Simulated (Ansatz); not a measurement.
Where the default PAW files enter, the runs use the earlier of Ansatz's two default sets.

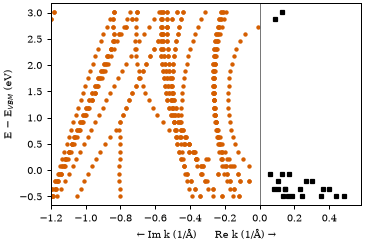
Complex bands at the centre of the two-dimensional zone; r2SCAN run with Ansatz (a first-principles code)

The gap is the functional's own, uncorrected, and κ follows it; spin-orbit coupling is left out. Mid-gap values are interpolated between the computed energies.

### Question
This is ZnS (P6_3mc, 12 atoms a cell, 19.5 Å³ an atom) along the normal of (101). Read off the slowest decay at the centre of the two-dimensional zone at 1.33 eV, the computed energy nearest the middle of the gap.

### Answer
κ ≈ 0.18 1/Å, a decay length 1/(2κ) of the density of 2.8 Å.
